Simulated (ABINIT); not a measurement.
# LiBH4 (F-43m): G0W0 with ABINIT, start to end, part 3 of 3

Wanted: ground state, empty states, screening and self-energy for LiBH4 (F-43m).

ABINIT 10.8.3; PBEsol and many-body steps on it, plane waves. Known limits of the many-body steps: not at the basis limit; coarse k mesh.

So far. Step 4 (Empty states on the mesh, 4×4×4 mesh, 44 bands): On this mesh the gap is 5.992 eV. Step 5 (Screening, 4×4×4 mesh, 40 bands, screening to 108.8 eV): Local fields lower ε∞ by 11 %. On a Γ-centred mesh this coarse the value itself is usually too large, while a short band sum pulls it down.

## (6) Self-energy, 4×4×4 mesh, 40 bands, screening to 108.8 eV

The self-energy is evaluated for the states that the input lists, and the levels follow from it, in one-shot runs by the linearised quasiparticle equation.

This step: G0W0 on PBEsol, plane waves, norm-conserving pseudopotentials.

run.abi

```
acell 3*1.0 Angstrom
rprim 
  0.000000000000 2.855319000000 2.855319000000
  2.855319000000 0.000000000000 2.855319000000
  2.855319000000 2.855319000000 -0.000000000000
ntypat 3
znucl 3 5 1
natom 6
typat 1 2 3 3 3 3
xred 
  0.000000000000 0.000000000000 0.000000000000
  0.500000000000 0.500000000000 0.500000000000
  0.376786667500 0.376786667500 0.376786667500
  0.869639997500 0.376786667500 0.376786667500
  0.376786667500 0.376786667500 0.869639997500
  0.376786667500 0.869639997500 0.376786667500
pp_dirpath "pseudos"
pseudos "Li.upf, B.upf, H.upf"
ecut 34
ngkpt 4 4 4
nshiftk 1
shiftk 0 0 0
kptopt 1
chksymbreak 0
istwfk *1
occopt 1
irdwfk 1
optdriver 4
nband 40
gwcalctyp 0
ecutsigx 34
symsigma 1
nkptgw 2
kptgw 
  0.0000000000 0.0000000000 0.0000000000
  0.5000000000 0.0000000000 0.0000000000
bdgw 
  3 9
  4 8
ecuteps 4
irdscr 1
ppmodel 1
indata_prefix "in"
outdata_prefix "out"
tmpdata_prefix "tmp"
```

Run with:

```sh
OMP_NUM_THREADS=1 mpirun -n 4 abinit run.abi > log
```

Numbers of over 12 decimals in the logs are rounded to 6 here.

Output:

```text
.Version 10.8.3 of ABINIT. v10.8.2 released Aug 2026.

 Symmetries : space group F-4 3 m (#216); Bravais cF (face-center cubic)
[... echo of the input left out ...]
== DATASET  1 ==================================================================
-   mpi_nproc: 4, omp_nthreads: 1 (-1 if OMP is not activated)

--- !DatasetInfo
iteration_state: {dtset: 1, }
dimensions: {natom: 6, nkpt: 8, mband: 40, nsppol: 1, nspinor: 1, nspden: 1, mpw: 2996, }
cutoff_energies: {ecut:  34.0, pawecutdg:  -1.0, }
electrons: {nelect:   1.00000000E+01, charge:   0.00000000E+00, occopt:   1.00000000E+00, tsmear:   1.00000000E-02, }

 SIGMA: Calculation of the GW corrections

 Based on a program developped by R.W. Godby, V. Olevano, G. Onida, and L. Reining.
 Incorporated in ABINIT by V. Olevano, G.-M. Rignanese, and M. Torrent.
.Using double precision arithmetic ; gwpc =  8

[... cell and pseudopotentials left out ...]
--------------------------------------------------------------------------------

 ==== K-mesh for the wavefunctions ====
 Number of points in the irreducible wedge :     8
[... list of points left out ...]
 Together with 24 symmetry operations and time-reversal symmetry
 yields    64 points in the full Brillouin Zone.

 ==== Q-mesh for screening function ====
 Number of points in the irreducible wedge :     8
[... list of points left out ...]
 Together with 24 symmetry operations and time-reversal symmetry
 yields    64 points in the full Brillouin Zone.

 vcoul_init : cutoff-mode = AUXILIARY_FUNCTION
 q-points for optical limit:   1
     1)      0.000010    0.000020    0.000030
 setmesh: FFT mesh size selected  =    45x   45x   45
          total number of points  =        91125

 Number of electrons calculated from density =   10.0000; Expected =   10.0000
 average of density, n =  0.031828
 r_s =    1.9575
 omega_plasma =   17.2092 [eV]

 === KS Band Gaps ===
  >>>> For spin  1
   Minimum direct gap =   6.2975 [eV], located at k-point      :   0.5000  0.0000  0.0000
   Fundamental gap    =   5.9924 [eV], Top of valence bands at :   0.0000  0.0000  0.0000
                                       Bottom of conduction at :   0.5000  0.0000  0.0000
 SIGMA fundamental parameters:
 PLASMON POLE MODEL  1
 number of plane-waves for SigmaX                 2975
 number of plane-waves for SigmaC and W            113
 number of plane-waves for wavefunctions          2975
 number of bands                                    40
 number of independent spin polarizations            1
 number of spinorial components                      1
 number of k-points in IBZ                           8
 number of q-points in IBZ                           8
 number of symmetry operations                      24
 number of k-points in BZ                           64
 number of q-points in BZ                           64
 number of frequencies for dSigma/dE                 9
 frequency step for dSigma/dE [eV]                0.25
 number of omega for Sigma on real axis              0
 max omega for Sigma on real axis  [eV]           0.00
 zcut for avoiding poles [eV]                     0.10

 EPSILON^-1 parameters (SCR file):
 dimension of the eps^-1 matrix on file            113
 dimension of the eps^-1 matrix used               113
 number of plane-waves for wavefunctions          2975
 number of bands                                    40
 number of q-points in IBZ                           8
 number of frequencies                               2
 number of real frequencies                          1
 number of imag frequencies                          1

 matrix elements of self-energy operator (all in [eV])

 Perturbative Calculation

--- !SelfEnergy_ee
iteration_state: {dtset: 1, }
kpoint     : [   0.000,    0.000,    0.000, ]
spin       : 1
KS_gap     :    7.219
QP_gap     :    9.795
Delta_QP_KS:    2.576
data: !SigmaeeData |
     Band     E0 <VxcDFT>   SigX SigC(E0)      Z dSigC/dE  Sig(E)    E-E0       E
        3  -1.929 -12.774 -16.783   2.432   0.800  -0.250 -14.035  -1.261  -3.190
        4  -1.929 -12.774 -16.783   2.432   0.800  -0.250 -14.035  -1.261  -3.190
        5  -1.929 -12.774 -16.783   2.432   0.800  -0.250 -14.035  -1.261  -3.190
        6   5.290  -9.998  -5.046  -3.355   0.824  -0.214  -8.683   1.315   6.604
        7   6.874  -8.805  -3.908  -3.225   0.836  -0.196  -7.407   1.398   8.271
        8   6.874  -8.805  -3.908  -3.225   0.836  -0.196  -7.407   1.398   8.271
        9   6.874  -8.805  -3.908  -3.225   0.836  -0.196  -7.407   1.398   8.271

--- !SelfEnergy_ee
iteration_state: {dtset: 1, }
kpoint     : [   0.500,    0.000,    0.000, ]
spin       : 1
KS_gap     :    6.297
QP_gap     :    8.727
Delta_QP_KS:    2.430
data: !SigmaeeData |
     Band     E0 <VxcDFT>   SigX SigC(E0)      Z dSigC/dE  Sig(E)    E-E0       E
        4  -2.234 -12.580 -16.671   2.466   0.799  -0.252 -13.878  -1.297  -3.531
        5  -2.234 -12.580 -16.671   2.466   0.799  -0.252 -13.878  -1.297  -3.531
        6   4.063  -8.521  -4.170  -3.001   0.839  -0.191  -7.388   1.133   5.196
        7   6.420  -7.795  -3.007  -3.254   0.842  -0.187  -6.503   1.292   7.712
        8   6.420  -7.795  -3.007  -3.254   0.842  -0.187  -6.503   1.292   7.712

== END DATASET(S) ==============================================================
================================================================================

 -outvars: echo values of variables after computation  --------
           etotal      0.0000000000E+00
            nband          40
             nkpt           8
          spgroup         216
 [... the other variables as echoed above ...]

 Calculation completed.
```

Wall time 3.1 s (4 MPI ranks of Arm Neoverse V2, shared host); peak memory 0.57 GiB; 12 s of CPU time.

Numbers from this step:

```
G0W0 gap on the points computed              : 8.386 eV
starting gap on the mesh                     : 5.992 eV
k of the valence top                         : 0, 0, 0
k of the conduction bottom                   : 0.5, 0, 0
Z at the valence top                         : 0.8
Z at the conduction bottom                   : 0.839
least direct G0W0 gap on the computed points : 8.727 eV
```

The gap on the mesh goes from 5.99 eV to 8.39 eV, a correction of +2.39 eV.

Limits: finite bands, cutoff and mesh; coarse k mesh. v1 is the top filled band, c1 the lowest empty one. Levels before and after the correction, in eV, zero at the valence-band top of each column:

```tsv
	conduction bottom	valence top
Kohn-Sham	5.99	0.00
G0W0	8.39	0.00
```

```tsv
	level	energy (eV)
Kohn-Sham	Γ v3-v1	0.000
Kohn-Sham	Γ c1	7.219
Kohn-Sham	Γ c2-c4	8.803
Kohn-Sham	(0.5 0 0) v2-v1	-0.305
Kohn-Sham	(0.5 0 0) c1	5.992
Kohn-Sham	(0.5 0 0) c2-c3	8.349
G0W0	Γ v3-v1	0.000
G0W0	Γ c1	9.794
G0W0	Γ c2-c4	11.461
G0W0	(0.5 0 0) v2-v1	-0.341
G0W0	(0.5 0 0) c1	8.386
G0W0	(0.5 0 0) c2-c3	10.902
```

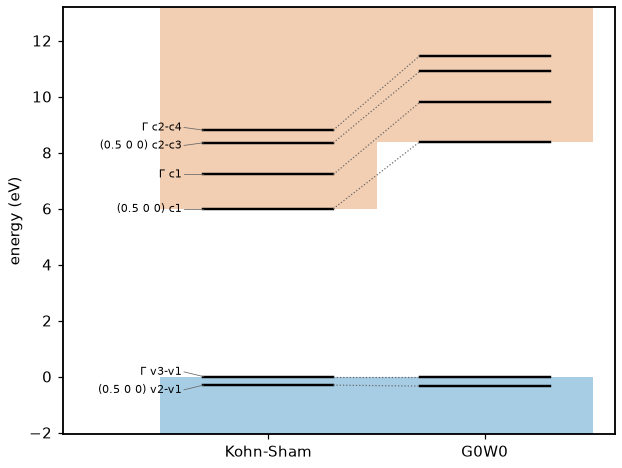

Levels before and after the correction. Shaded: valence and conduction bands.

## (7) Where the time went

Times are wall times on 4 MPI ranks of Arm Neoverse V2, shared host, good to a factor of about two.

```tsv
step	time	share	memory (GiB)
ground state	7.1 s	25 %	0.32
bands along the symmetry lines	7.7 s	27 %	0.29
empty states on the mesh	6.5 s	23 %	0.28
screening	4.4 s	15 %	0.47
self-energy	3.1 s	11 %	0.57
```

## (8) Outcome

```
PBEsol gap           : 5.99 eV, indirect
G0W0 gap on the mesh : 8.39 eV
GW settings          : 4×4×4 mesh, 40 bands, screening to 108.8 eV, Godby-Needs plasmon pole
known limits         : not at the basis limit; coarse k mesh
```

What this shows: G0W0 moves the gap on the mesh from 5.99 eV to 8.39 eV (+2.39 eV), with Z of 0.80 and 0.84 at the edges. Local fields lower the RPA ε∞ on this mesh from 3.27 to 2.90; a Γ-centred mesh this coarse tends to raise both, most where the direct gap is narrow, while a short band sum lowers them. Only 2 of the mesh's irreducible points were corrected, so a valley elsewhere could overtake. Bands and cutoff are finite, so the gap is not at the basis limit. The miss can reach some tenths of an eV and take either sign; the mesh is an error of its own. In the G0W0 run levels were corrected at 2 k points alone, so a gap called «on the mesh» is the least over those, and an edge elsewhere would be missed. The 4×4×4 mesh is coarse for this cell, which bears on the long-range parts of exchange and screening.

[Paths, hosts, dates, memory and timing lines, banners, echoed tables and standing remarks are left out of the program output.]

[Logs are printed without paths, hosts, clocks, repeated set-up lines and the standing remarks that a program may print on its own settings, such as how far it seeks lower states.]

[Runs of the session that timed out or met a known fault of the program may be left out.]

[Hosts, paths, dates, database ids (printed as entryN), source tags and the programs' standing remarks are cut or masked in the printed files.]

[G0W0 gaps are taken among the corrected bands and points alone; a level outside them can change the order at an edge.]

[Where Ansatz stands beside ABINIT at settings called matched, ABINIT's density can come from a denser mesh and the files from another edition; pairs whose starting gaps differed by over 0.03 eV were left out, so agreement reads better than it is.]
